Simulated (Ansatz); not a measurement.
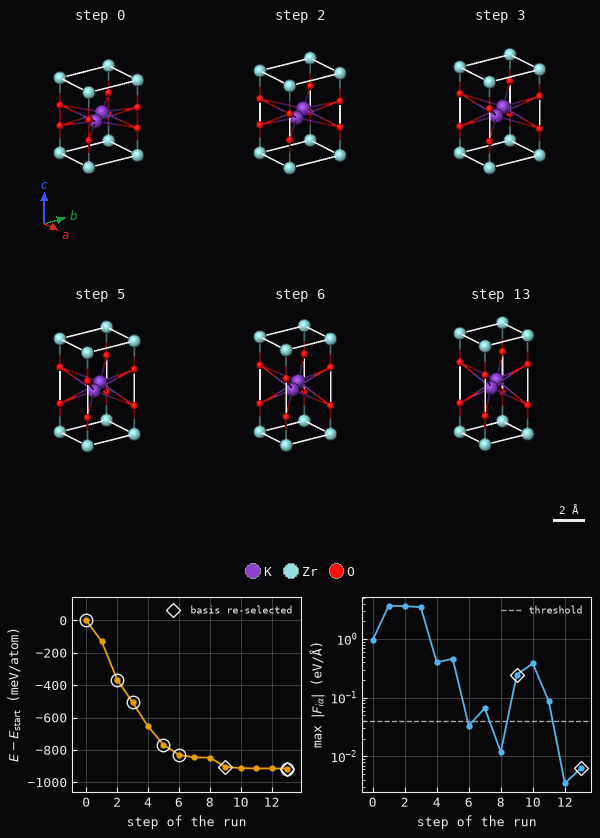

Frames of a relaxation of solid K2ZrO2 (a generated structure, set up in P6/mmm) (coarse preliminary run), marked on the history of the run. Style: ball-and-stick. Shown: the cell of the calculation, slightly off an axis.

Theory: DFT PBE, scalar-relativistic, plane waves, PAW in Ansatz.

The input:
```yaml
crystal:
  lattice:
    - [5.21757403, 0.0, 0.0]
    - [-2.60878701, 4.51855165, 0.0]
    - [0.0, 0.0, 5.09570739]
  atoms:
    - { symbol: K, position: [0.33333333, 0.66666667, 0.5] }
    - { symbol: K, position: [0.66666667, 0.33333333, 0.5] }
    - { symbol: Zr, position: [0.0, 0.0, 0.0] }
    - { symbol: O, position: [0.0, 0.0, 0.36221214] }
    - { symbol: O, position: [0.0, 0.0, 0.63778786] }
basis:
  ecutwfc: 420
kpoints:
  mp_grid: { grid: [6, 6, 4] }
hamiltonian:
  xc: pbe
scf:
  occupations: { method: gaussian, width: 0.1 }
  lower_state_search: "off"
output:
  forces: true
  stress: true
  eigenvalues: true
relax:
  adjacent_minimum: "off"
  f_tol: 0.04
  max_steps: 70
  cell: { stress_tol: 0.4 }
```

Run as
```bash
ansatz run input.yaml --threads 1 --pin off --max-ram 2560MiB --backend cpu --events-out ev --progress --plain --runs-dir out
```

> Describe the path.

The largest moves relative to the cell, 0.47 Å, are those of O4 and O5. O5 goes along +c. K and Zr stay in place. The drawn cell changes as follows: a = b 5.218 → 4.558 Å (−12.6 %), c 5.096 → 6.687 Å (+31.2 %); the volume changes by +0.1 %. Some distances before and after: O4–O5 1.404 → 2.774 Å, K1–K2 3.012 → 2.632 Å, K1–O4 3.093 → 2.975 Å, Zr3–O4 1.846 → 1.957 Å. Among the angles between lasting bonds that change: O4–K1–O4 115.0° → 100.0°, O4–K1–O5 121.7° → 127.5°. The space group stays P6/mmm (No. 191). The energy falls by 915 meV per atom in 11 accepted moves (13 points after the start). Largest force component: 0.96 eV/Å at the start, 0.0063 eV/Å at the end. Pressure: 9.74 GPa at the start and 0.07 GPa at the end. At 2 points the geometry stayed and the basis and grid were re-selected for the new cell (energy shift of 56.5 meV per atom at most each time). Cost: 62 s on 1 thread of Intel(R) Xeon(R) Platinum 8259CL CPU @ 2.50GHz (Skylake/Cascade Lake) (shared host), peak memory 0.47 GiB. From step 0 to 2: O atoms move most (0.12 Å), volume +16.7 %, energy −365 meV per atom. From step 2 to 3: O atoms move most (0.18 Å), volume +3.3 %, energy −141 meV per atom. From step 3 to 5: O atoms move most (0.03 Å), volume −5.5 %, energy −262 meV per atom. From step 5 to 6: O atoms move most (0.04 Å), volume −7.8 %, energy −61.9 meV per atom. From step 6 to 13: O atoms move most (0.04 Å), volume −4.7 %, energy −85.6 meV per atom.

| step | E − E(0), meV/atom | largest force component, eV/Å | pressure, GPa | volume, Å³/atom | note |
| --- | --- | --- | --- | --- | --- |
| 0 | 0.00 | 0.9574 | 9.74 | 24.027 |  |
| 1 | -129.50 | 3.7160 | 2.93 | 26.769 |  |
| 2 | -365.06 | 3.6259 | 2.46 | 28.049 |  |
| 3 | -506.06 | 3.5165 | 4.95 | 28.979 |  |
| 4 | -653.90 | 0.4026 | -0.48 | 29.012 |  |
| 5 | -767.66 | 0.4611 | -1.86 | 27.396 |  |
| 6 | -829.58 | 0.0335 | -1.42 | 25.253 |  |
| 7 | -845.81 | 0.0666 | 0.63 | 22.821 |  |
| 8 | -846.98 | 0.0119 | -0.17 | 23.558 |  |
| 9 | -903.46 | 0.2488 | 2.01 | 23.558 | same geometry, new basis |
| 10 | -912.02 | 0.3839 | 1.13 | 23.822 |  |
| 11 | -913.79 | 0.0868 | -0.13 | 24.072 |  |
| 12 | -913.86 | 0.0035 | 0.00 | 24.062 |  |
| 13 | -915.13 | 0.0063 | 0.07 | 24.062 | same geometry, new basis |
